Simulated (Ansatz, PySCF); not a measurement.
Potential energy curve for GeBe, lowest triplet found (which spin is the ground state isn't settled by this scan).

- UKS-B3LYP/3-21G = unrestricted B3LYP/3-21G (PySCF)
- FCI = full CI/aug-cc-pVDZ, cores with 3d frozen (Ansatz, an electronic-structure program)
- UKS-PBE = unrestricted PBE/aug-cc-pVDZ (Ansatz)
- ROMP2 = MP2 on ROHF/aug-cc-pVDZ, cores with 3d frozen (Ansatz)

Energies are in kcal/mol, each relative to the lowest point of its own curve between 1.89 and 2.73 Å, where full CI is lowest.

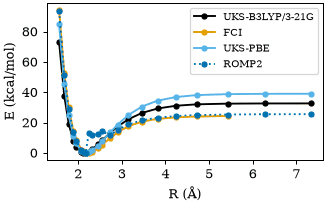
Energy against bond length for each method.

```tsv
R / Å	UKS-B3LYP/3-21G	FCI	UKS-PBE	ROMP2
1.56	72.9	94.3	84.6	93.5
1.68	37.3	52.5	45.4	51.6
1.78	19.2	29.9	24.8	29.1
1.89	7.6	14.2	10.9	13.4
1.95	3.8	8.7	6.2	7.9
2.07	0.3	2.2	1.1	1.7
2.10	0.0	1.3	0.5	0.9
2.17	0.0	0.1	0.0	0.0
2.24	0.8	0.0	0.4	12.9
2.32	2.3	0.6	1.6	12.0
2.45	5.5	2.9	4.8	12.7
2.55	8.3	5.3	7.7	14.2
2.73	13.2	9.6	13.5	11.6
2.90	17.3	13.4	18.6	15.1
3.15	22.2	17.6	25.0	18.7
3.46	26.3	20.6	30.5	21.5
3.82	29.2	22.4	34.4	23.2
4.24	31.1	23.4	36.8	24.3
4.72	32.0	24.0	38.1	24.9
5.43	32.4	24.3	38.7	25.3
6.28	32.6	—	38.9	25.4
7.33	32.6	—	39.0	25.5
```

At the longest distance, 7.33 Å, UKS-PBE lies highest above its minimum (39.0 kcal/mol) and ROMP2 lowest (25.5 kcal/mol).

Dashes: no converged value, or the column stops at the first point that the program doubted or that broke a chosen test of continuity, which isn't proof of a fault.

Also computed but left out beside FCI, since their determinant holds another spin at the minimum (<S²> over 0.7 above the pure value): UHF, UMP2, UCCSD, UCCSD(T), UCCSDT, UCCSDT(Q). The T1 diagnostic of CCSD on the restricted reference of ROMP2 exceeds 0.045 at 1.56 to 2.17, 2.45 to 2.73 Å.
